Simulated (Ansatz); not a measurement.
# What TiCdSe3 (model cell, started as cubic perovskite with Ti in the octahedra) distorts into, part 3 of 3

Aim: this structure of TiCdSe3 (model cell, started as cubic perovskite with Ti in the octahedra) is to be tested for unstable modes, and one is followed downhill.

Ansatz 0.2.0; DFT PBE, scalar-relativistic, plane waves, PAW.

So far. Step 5 (Energy along the mode, all amplitudes (two of the runs …): The lowest of the steps tried is at 0.32 Å, 12.6 meV/atom below the parent; the bottom of the well need not coincide with a step. Step 7 (The new phase in its own primitive cell): The largest force component left is 0.55 meV/Å and the pressure is 0.007 GPa, within the tolerances set. The cell now holds 27.36 Å³/atom. The relaxed cell has a = 7.182, c = 9.186 Å (conventional setting).

The structure was built from a prototype and need not be the compound's stable phase.

### Step 8. Modes of the new phase, k-mesh 9×9×9

A relaxed structure may still be a saddle point, so its zone-centre modes are computed. No field response is asked, since the mesh shows no gap.

input.yaml

```yaml
crystal:
  lattice:
    - [3.5909545386, 2.0732385695, 3.0619911023]
    - [-3.5909545386, 2.0732385695, 3.0619911023]
    - [0.0, -4.146477139, 3.0619911023]
  atoms:
    - { symbol: Cd, position: [0.8971402167, 0.8971402167, 0.8971402167] }
    - { symbol: Ti, position: [0.4916728067, 0.4916728067, 0.4916728067] }
    - { symbol: Se, position: [0.5361385071, 0.0263068633, 0.5361385071] }
    - { symbol: Se, position: [0.0263068633, 0.5361385071, 0.5361385071] }
    - { symbol: Se, position: [0.5361385071, 0.5361385071, 0.0263068633] }
kpoints:
  mp_grid: { grid: [9, 9, 9] }
hamiltonian:
  xc: pbe
scf:
  occupations: { method: methfessel_paxton, width: 0.2 }
output:
  eigenvalues: true
phonons:
  method: dfpt
```

Launch:

```
> ansatz run input.yaml --threads 8 --pin off --max-ram 14336MiB --backend cpu --events-out ev --progress --plain --runs-dir out
```

Numbers of over 12 decimals in the logs are rounded to 6 here.

The program printed:

```text
[...]
Crystal: 5 atoms, lattice volume = 136.777 Å³
Basis set: ecut = 420 eV, 2669 PW (Γ), exchange–correlation on 72×72×72 points (8 copies of the dense FFT grid, shifted against one another)
Bands: 48, of which v1, the nominal top of the filled ones, is band 40 counted from 1 (39 counted from 0)
Symmetry: 6 space group operations
k-points: 365 of 729 (irreducible under 1 space group operation, time reversal used)
[...]
SCF iter   1: F=—  HF=-27163.628600 eV  |F-HF|=—  |Δ(HF+E_count)|=         —  Δρ=2.75e-3  dr2=2.06e-2  ethr=1.77e-3  ⟨swp⟩=5.8  Hψ=59117  notcnv=0
[...]
SCF iter  11: F=-27163.626214 eV  HF=-27163.626214 eV  |F-HF|=7.28e-12  |Δ(HF+E_count)|=  6.91e-11  S|Δr|=    0.00e0  Δρ=8.00e-8  dr2=8.37e-12  ethr=1.00e-12  ⟨swp⟩=9.6  Hψ=83183  notcnv=0
SCF 1 converged in 11 iterations: F = -27163.626214 eV  dr2 = 8.37e-12
[...]
DFPT response loops at Γ: preconditioner auto → Kerker (q_TF=auto, 2.495 Å⁻¹) (partly filled bands, converged f_vac=0.134); β = 1.00, the filter's whole step (`scf.mixing.beta` (0.50) is not read by the response loops under this deck's `scf.mixing.preconditioner`; to damp them name `kerker` or `kerker_dos`, under which they read `scf.mixing.beta`, and type it under 1.00, their step now; both keys bind the ground state too); Broyden in place of MSR1
SCF converged after 11 iterations
[...]
Free energy (F): -27163.626214 eV
[...]
Internal energy: -27163.627253 eV  (E = F + TS)
E sigma→0 (E₀):  -27163.626474 eV
Entropy (-TS):   0.001038 eV (0.208 meV/atom)
Fermi energy:    7.456881 eV
[...]
--- Band table (eV; the first three rows and the last of 365) ---
  k-point 0: bands = [... 36 lower, 5.9415, 6.4985, 6.4985, 6.6896, 7.1069, 8.0870, 8.0870, 8.3502, ... 4 higher]
  k-point 1: bands = [... 36 lower, 5.8781, 6.3206, 6.3559, 6.6957, 7.3222, 7.9877, 8.2209, 8.3448, ... 4 higher]
  k-point 2: bands = [... 36 lower, 5.6994, 6.0865, 6.1781, 6.6984, 7.6994, 8.0186, 8.4398, 8.4965, ... 4 higher]
  k-point 364: bands = [... 36 lower, 5.3949, 5.7179, 6.0965, 6.7247, 8.0179, 8.4065, 8.8771, 9.0149, ... 4 higher]
--- Phonons (Γ-DFPT): 6 representative perturbations + reference, on 365 of 729 k-points (Σ response iterations 20) ---
  k mesh reduced under 1 symmetry operation, with k and −k counted as one. Each operation leaves every solved perturbation unchanged. A smaller set is not used because it would not reduce the number of displacements times k-points to solve
  ASR residual: 1.067e-4 → 0.000e0 eV/Å²; symmetrization residual: 1.586e-5 eV/Å²
  ASR residual per site (eV/Å²): 1.62e-5 1.07e-4 3.02e-5 3.02e-5 3.02e-5
[...]
non-analytic LO–TO correction: not included (Born effective charges unavailable; polar crystals: no LO–TO splitting at Γ)
```

Run time: 3.6 min. Hardware: 8 threads of Arm Neoverse V2, shared host; peak memory 6.6 GiB; 27 min of CPU time.

This step gave:

* sum-rule residual before enforcement: 1.07e-4 eV/Å²
* point group: 3m
* highest optical mode at the zone centre (no LO-TO term): 260.9 cm⁻¹
* lowest optical zone-centre mode: -82.15 cm⁻¹

Patterns of degenerate modes are one choice out of their space. The modes at Γ (shares of kinetic energy by element, %) (negative means imaginary):

| mode | frequency (cm⁻¹) | symmetry | Cd % | Ti % | Se % |
| --- | --- | --- | --- | --- | --- |
| 1 | -82.2 | A2 | 0 | 0 | 100 |
| 2 | -75.0 | E | 11 | 29 | 61 |
| 3 | -75.0 | E | 11 | 29 | 61 |
| 4 | 0.0 | acoustic | 28 | 12 | 60 |
| 5 | 0.0 | acoustic | 28 | 12 | 60 |
| 6 | 0.0 | acoustic | 28 | 12 | 60 |
| 7 | 23.6 | E | 31 | 15 | 54 |
| 8 | 23.6 | E | 31 | 15 | 54 |
| 9 | 76.2 | A1 | 52 | 21 | 26 |
| 10 | 109.6 | E | 29 | 10 | 61 |
| 11 | 109.6 | E | 29 | 10 | 61 |
| 12 | 154.7 | A1 | 19 | 18 | 63 |
| 13 | 201.2 | E | 1 | 34 | 65 |
| 14 | 201.2 | E | 1 | 34 | 65 |
| 15 | 260.9 | A1 | 0 | 48 | 51 |

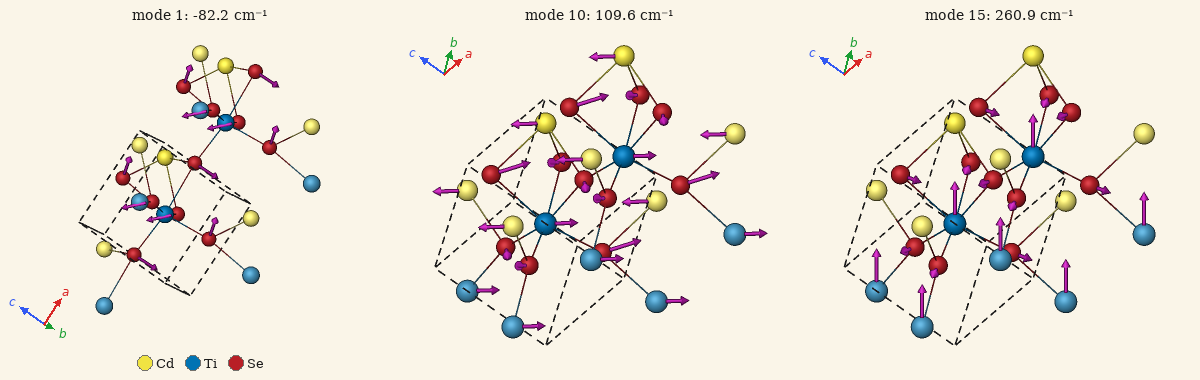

Displacement patterns of modes 1, 10 and 15 at Γ; arrows are exaggerated. 2×1×1 cells are drawn. Some periodic images of atoms are drawn too.

Before it was imposed, the acoustic sum rule was missed by 1.1e-4 eV/Å². Small misses are needed for a sound result but don't prove that mesh and cutoff are converged. The lowest optical mode is imaginary, 82.2i cm⁻¹, so the energy falls along it.

### Step 9. What came out

```
unstable mode of the parent                                                      : q = (0, 0, 0), 126i cm⁻¹
depth at the lowest point sampled                                                : 12.6 meV/atom
largest atomic shift at that point                                               : 0.32 Å
space group reached (within 0.01 Å)                                              : R3m
energy gained over the parent (first relaxation, on the mesh of the frozen mode) : 79.2 meV/atom
volume per atom, phase reached                                                   : 27.4 Å³
lowest optical zone-centre mode, phase reached                                   : -82.2 cm⁻¹
highest optical mode at the zone centre (no LO-TO term), phase reached           : 261 cm⁻¹
```

**Reading.** From this start the structure relaxes into R3m, 79.2 meV/atom below the parent. At the parent's cell the well is 12.57 meV/atom deep on the steps tried, with its lowest point at a shift of 0.32 Å. Relaxing atoms and cell changes the gain by +66.59 meV/atom against the lowest step (energies at zero smearing). Most of the total comes from this relaxation. The frozen pattern makes up only 13 % of the final shifts of the atoms, so other modes or strain give most of the change. The new phase still has an imaginary mode at the zone centre of its cell, so it is a saddle point on the way to a lower structure. Of the 7 patterns followed to their end from this parent, this one ends 282 meV/atom above the lowest, R-3c. Each path keeps the symmetry of its pattern, so a lower phase may lie along a pattern not tried. With no gap, or one that is small against the smearing, the frequencies hang on the k mesh and the smearing, most of all near Kohn anomalies. A semilocal functional can close a gap that the real compound would have, so the metallic treatment may be an artefact of the level. The starting cell was built on a prototype and not taken from a measurement, so the phase need not exist.

[Logs are printed without paths, hosts, clocks, repeated set-up lines and the standing remarks that a program may print on its own settings, such as how far it seeks lower states.]

[Hosts, paths, dates, database ids (printed as entryN), source tags and the programs' standing remarks are cut or masked in the printed files.]
